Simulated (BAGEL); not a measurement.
**C2H3ClFN (SMILES C/N=C(\F)Cl): HF/def2-SVP (density fitting with qzvpp-jkfit)**

What is the vertical ionisation energy of C2H3ClFN at HF/def2-SVP (density fitting with qzvpp-jkfit)? 

Program for the calculation: BAGEL 1.2.2.

## Step 1: The structure to begin with

The species is C2H3ClFN (8 atoms), meant as a singlet with charge 0. SMILES: `C/N=C(\F)Cl`. The shape is that of a PBE0-D4/def2-TZVP optimisation.

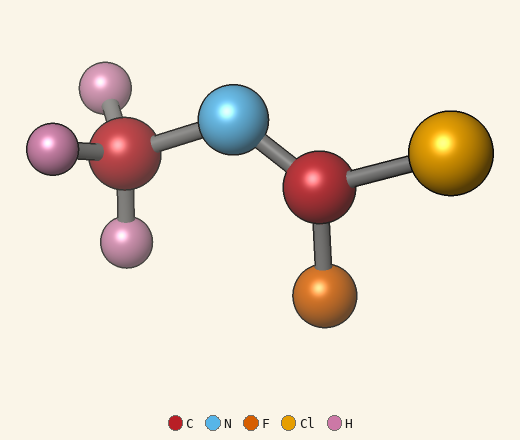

Viewed from a chosen angle; carbon red, nitrogen blue, fluorine orange, chlorine amber, hydrogen pink.

## Step 2: The energy at HF/def2-SVP (density fitting with qzvpp-jkfit)

input.json reads:

```json
{ "bagel": [

{
  "title": "molecule",
  "basis": "svp",
  "df_basis": "qzvpp-jkfit",
  "angstrom": true,
  "geometry": [
    { "atom": "C", "xyz": [      -1.051700,       0.314700,       0.018100 ] },
    { "atom": "N", "xyz": [       0.334900,       0.581400,      -0.279000 ] },
    { "atom": "C", "xyz": [       1.206400,      -0.268200,      -0.073800 ] },
    { "atom": "F", "xyz": [       1.010700,      -1.491400,       0.425000 ] },
    { "atom": "Cl", "xyz": [       2.867500,      -0.023900,      -0.400900 ] },
    { "atom": "H", "xyz": [      -1.403400,       1.068500,       0.725600 ] },
    { "atom": "H", "xyz": [      -1.241300,      -0.680200,       0.428300 ] },
    { "atom": "H", "xyz": [      -1.630900,       0.442100,      -0.898900 ] }
  ]
},

{
  "title": "hf",
  "charge": 0
},

{
  "title": "print",
  "file": "orbitals.molden",
  "orbitals": true
}

]}
```

Run with:

```console
$ BAGEL_NUM_THREADS=1 BAGEL input.json > input.out
```

The log of the run:

```text
* using 1 threads per process

  ===============================================================
  ===============================================================

  *** Geometry ***

  { "atom" : "C", "xyz" : [     -1.987425,      0.594697,      0.034204 ] },
  { "atom" : "N", "xyz" : [      0.632869,      1.098687,     -0.527234 ] },
  { "atom" : "C", "xyz" : [      2.279766,     -0.506825,     -0.139462 ] },
  { "atom" : "F", "xyz" : [      1.909946,     -2.818338,      0.803134 ] },
  { "atom" : "Cl", "xyz" : [      5.418790,     -0.045164,     -0.757591 ] },
  { "atom" : "H", "xyz" : [     -2.652042,      2.019172,      1.371185 ] },
  { "atom" : "H", "xyz" : [     -2.345717,     -1.285392,      0.809370 ] },
  { "atom" : "H", "xyz" : [     -3.081954,      0.835448,     -1.698675 ] },

  Number of auxiliary basis functions:      486

  Since a DF basis is specified, we compute 2- and 3-index integrals:
    o Being stored without compression. Storage requirement is 0.031 GB

  Number of basis functions:       89
  Number of electrons      :       48

    * METHOD: MOLECULE                             0.24

  *** RHF ***

  === Nuclear Repulsion ===
   218.5270225841

      * DIIS with orbital gradients will be used.

  === RHF iteration (svp) ===
      0       -690.31912637          0.01727349           0.10
      1       -690.43916399          0.01221250           0.09
      2       -690.50948730          0.00158955           0.09
      3       -690.51220742          0.00066732           0.09
      4       -690.51257856          0.00021430           0.09
      5       -690.51266395          0.00010228           0.09
      6       -690.51267894          0.00003732           0.08
      7       -690.51268099          0.00000891           0.07
      8       -690.51268110          0.00000324           0.08
      9       -690.51268111          0.00000168           0.09
     10       -690.51268111          0.00000049           0.09
     11       -690.51268111          0.00000017           0.09
     12       -690.51268111          0.00000007           0.09
     13       -690.51268111          0.00000003           0.09
     14       -690.51268111          0.00000001           0.09
    * SCF iteration converged.

    * Permanent dipole moment:
           (    0.549124,     0.119155,    -0.122867) a.u.

    * METHOD: HF                                   1.52

    * METHOD: PRINT                                0.01

  ===============================================================
```

Wall time 2 s (1 thread of Arm Neoverse V2, shared host); peak memory 0.12 GiB.

## Step 3: The doublet cation, same level

job.json reads:

```json
{ "bagel" : [

{
  "title" : "molecule",
  "basis" : "svp",
  "df_basis" : "qzvpp-jkfit",
  "angstrom" : true,
  "geometry" : [
    { "atom" : "C", "xyz" : [      -1.051700,       0.314700,       0.018100 ] },
    { "atom" : "N", "xyz" : [       0.334900,       0.581400,      -0.279000 ] },
    { "atom" : "C", "xyz" : [       1.206400,      -0.268200,      -0.073800 ] },
    { "atom" : "F", "xyz" : [       1.010700,      -1.491400,       0.425000 ] },
    { "atom" : "Cl", "xyz" : [       2.867500,      -0.023900,      -0.400900 ] },
    { "atom" : "H", "xyz" : [      -1.403400,       1.068500,       0.725600 ] },
    { "atom" : "H", "xyz" : [      -1.241300,      -0.680200,       0.428300 ] },
    { "atom" : "H", "xyz" : [      -1.630900,       0.442100,      -0.898900 ] }
  ]
},

{ "title" : "uhf", "charge" : 1, "nopen" : 1 },

{ "title" : "print", "file" : "orbitals.molden", "orbitals" : true }

]}
```

Run with:

```console
$ BAGEL_NUM_THREADS=1 BAGEL job.json > job.out
```

The log of the run:

```text
* using 1 threads per process

  ===============================================================
  ===============================================================

  *** Geometry ***

  { "atom" : "C", "xyz" : [     -1.987425,      0.594697,      0.034204 ] },
  { "atom" : "N", "xyz" : [      0.632869,      1.098687,     -0.527234 ] },
  { "atom" : "C", "xyz" : [      2.279766,     -0.506825,     -0.139462 ] },
  { "atom" : "F", "xyz" : [      1.909946,     -2.818338,      0.803134 ] },
  { "atom" : "Cl", "xyz" : [      5.418790,     -0.045164,     -0.757591 ] },
  { "atom" : "H", "xyz" : [     -2.652042,      2.019172,      1.371185 ] },
  { "atom" : "H", "xyz" : [     -2.345717,     -1.285392,      0.809370 ] },
  { "atom" : "H", "xyz" : [     -3.081954,      0.835448,     -1.698675 ] },

  Number of auxiliary basis functions:      486

  Since a DF basis is specified, we compute 2- and 3-index integrals:
    o Being stored without compression. Storage requirement is 0.031 GB

  Number of basis functions:       89
  Number of electrons      :       48

    * METHOD: MOLECULE                             0.23

  *** Open-shell HF ***

  === Nuclear Repulsion ===
   218.5270225841

      * DIIS with orbital gradients will be used.

  === UHF iteration (svp) ===
      0       -689.93624651          0.03321468           0.18
      1       -690.06499572          0.02173560           0.18
      2       -690.10644369          0.01416609           0.18
      3       -690.13276319          0.00174497           0.14
      4       -690.13506870          0.00094732           0.17
      5       -690.13568023          0.00044665           0.18
      6       -690.13595990          0.00018248           0.18
      7       -690.13602462          0.00012170           0.18
      8       -690.13605730          0.00009021           0.18
      9       -690.13608989          0.00006911           0.16
[... 23 lines of this table left out ...]
     33       -690.13612741          0.00000003           0.18
     34       -690.13612741          0.00000002           0.18
     35       -690.13612741          0.00000001           0.15
     36       -690.13612741          0.00000001           0.16
    * SCF iteration converged.

    * S^2 (UHF) is 0.7725

    * Permanent dipole moment:
           (    0.966895,    -0.366102,     0.005551) a.u.

    * METHOD: UHF                                  6.50

    * METHOD: PRINT                                0.01

  ===============================================================
```

Run time: 6.9 s. Hardware: 1 thread of Arm Neoverse V2, shared host; peak memory 0.12 GiB.

## Step 4: Outcome

At HF/def2-SVP (density fitting with qzvpp-jkfit):

```
                                          quantity          value
                    singlet C2H3ClFN: total energy  -690.51268 Eh
                   singlet C2H3ClFN: dipole moment         1.46 D
                     singlet C2H3ClFN: HOMO energy      -11.46 eV
                     singlet C2H3ClFN: LUMO energy        4.42 eV
                   singlet C2H3ClFN: HOMO–LUMO gap       15.89 eV
                      doublet cation: total energy  -690.13613 Eh
                              doublet cation: ⟨S²⟩          0.772
vertical ionisation energy (to the doublet cation)      10.247 eV
```

The vertical ionisation energy comes to 10.25 eV (989 kJ/mol). −ε(HOMO) before ionisation, 11.46 eV, is 1.22 eV above this ionisation energy.
